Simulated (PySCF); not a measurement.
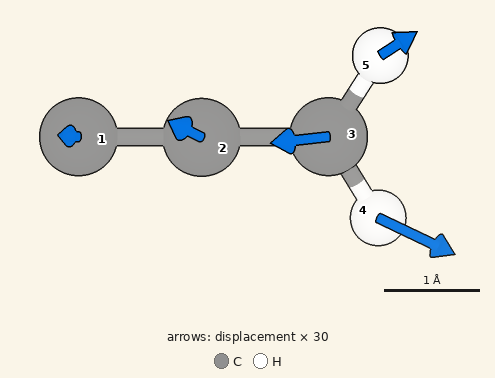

A relaxation of C$_{3}$H$_{2}$. The starting structure is drawn; blue arrows show the displacements, magnified 30 times. The two geometries are superimposed by the best rigid fit.

Style: ball-and-stick. Shown at a tilt.

The start comes from GFN2-xTB. Its atoms were then displaced at random by about 0.01 Å.

Method: PBE0-D3(BJ)/def2-SVP geometry optimisation, gas phase (PySCF 2.14.0, density-fitted response routines). 

### Describe the change and its energy.

The atom that moves furthest after the best rigid fit is H4 (0.033 Å). Largest moves by element: H 0.033 Å, C 0.024 Å. Among the contacts that change: C3–H4 1.058 → 1.098 Å, C3–H5 1.077 → 1.099 Å, C2–C3 1.336 → 1.327 Å, C1–C2 1.296 → 1.291 Å. Among the angles between lasting bonds that change: H4–C3–H5 119.9° → 116.8°, C2–C3–H4 119.6° → 121.6°. The energy falls by 4.56 kJ/mol in 6 geometry steps.
